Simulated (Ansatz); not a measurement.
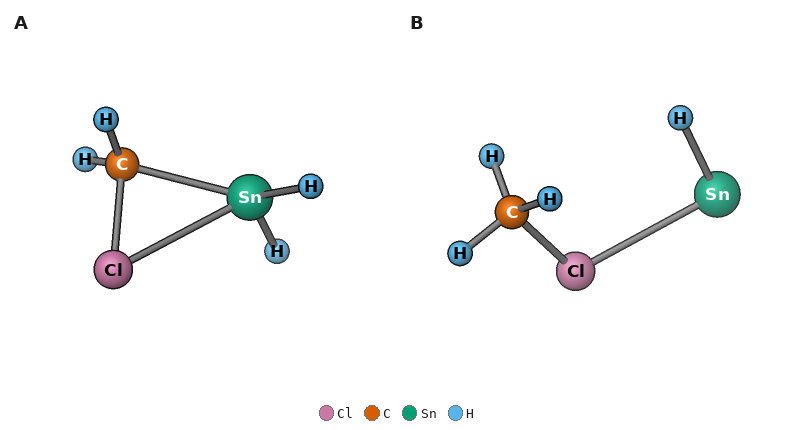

2 stationary structures of one formula. Charge +1, singlet. Geometries: PBE-D4/def2-SVP. Electronic energies: PBE-D4/def2-SVP (Ansatz 0.2.0), without zero-point energy. No frequency run is at hand to confirm each as a minimum. Each is one conformer, not always the lowest.

### Which structure is the most stable?

B is lowest; A lies 128.3 kJ/mol above it (Cs).
